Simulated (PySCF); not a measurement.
```json
{"atom": "C", "x (Å)": "-1.9788", "y (Å)": "0.9272", "z (Å)": "-0.1955"}
{"atom": "C", "x (Å)": "-0.8297", "y (Å)": "-0.0292", "z (Å)": "-0.1026"}
{"atom": "C", "x (Å)": "0.2640", "y (Å)": "-0.1494", "z (Å)": "-1.1584"}
{"atom": "C", "x (Å)": "1.3296", "y (Å)": "-0.3825", "z (Å)": "-0.0379"}
{"atom": "C", "x (Å)": "2.3642", "y (Å)": "0.6392", "z (Å)": "0.0287"}
{"atom": "F", "x (Å)": "3.6437", "y (Å)": "0.2652", "z (Å)": "0.2364"}
{"atom": "C", "x (Å)": "0.1855", "y (Å)": "-0.2446", "z (Å)": "0.9926"}
{"atom": "C", "x (Å)": "-0.8522", "y (Å)": "-1.2887", "z (Å)": "0.7067"}
{"atom": "H", "x (Å)": "-2.6716", "y (Å)": "0.6149", "z (Å)": "-0.9764"}
{"atom": "H", "x (Å)": "-1.6246", "y (Å)": "1.9298", "z (Å)": "-0.4317"}
{"atom": "H", "x (Å)": "-2.5179", "y (Å)": "0.9647", "z (Å)": "0.7485"}
{"atom": "H", "x (Å)": "0.1525", "y (Å)": "-0.9684", "z (Å)": "-1.8675"}
{"atom": "H", "x (Å)": "0.4389", "y (Å)": "0.7779", "z (Å)": "-1.6992"}
{"atom": "H", "x (Å)": "1.7975", "y (Å)": "-1.3696", "z (Å)": "-0.0502"}
{"atom": "H", "x (Å)": "2.1991", "y (Å)": "1.6944", "z (Å)": "0.1475"}
{"atom": "H", "x (Å)": "0.2961", "y (Å)": "0.2316", "z (Å)": "1.9522"}
{"atom": "H", "x (Å)": "-0.5595", "y (Å)": "-2.2284", "z (Å)": "0.2606"}
{"atom": "H", "x (Å)": "-1.6455", "y (Å)": "-1.3778", "z (Å)": "1.4345"}
```

Geometry: GFN2-xTB.

Computed with UKS B3LYP, pcH-1 on C F H, non-relativistic, mean-field spin-orbit, GIAO in PySCF.

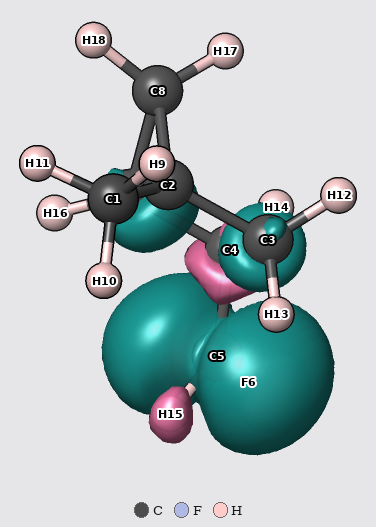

C₇H₁₀F (doublet). Isosurfaces of the spin density (α minus β) at +0.02 (teal) and −0.02 e/Å³ (pink), seen at an oblique angle.

Q: Describe the spin distribution.

A: The unpaired spin (1 electron) lies mostly on C5 (about 0.7) and F6 (about 0.1), in electrons by Hirshfeld's partition.
